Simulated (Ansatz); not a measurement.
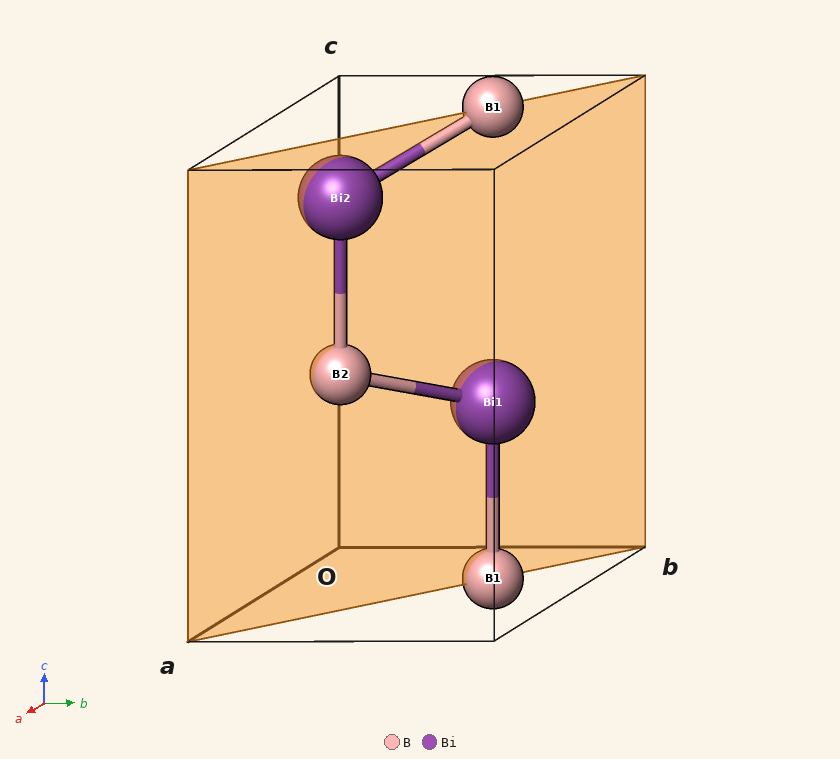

For BiB, coordinates from a relaxation with DFT, PBE, plane waves, PAW (Ansatz); the starting structure was generated, so it need not be a known form of this composition: the shaded plane is a symmetry element of the crystal. Geometry calculated from the standardised cell; symmetry tolerance 0.002 Å.

a = 3.889 Å, b = 3.889 Å, c = 6.406 Å, α = 90.00°, β = 90.00°, γ = 120.00°.

```tsv
atom	x	y	z
B1	0.3333	0.6667	0.0001
B2	0.6667	0.3333	0.5001
Bi1	0.3333	0.6667	0.3749
Bi2	0.6667	0.3333	0.8749
```

Question: Is it a mirror or a glide plane, and what is the operation?

Answer: It is a mirror plane, parallel to (1 1 0), through (1/2, 1/2, 1/2): x, y, z → −y+1, −x+1, z.

Question: Onto which atom does it carry each atom (up to whole multiples of a, b and c)?

Answer: B1 → B1, B2 → B2, Bi1 → Bi1, Bi2 → Bi2.
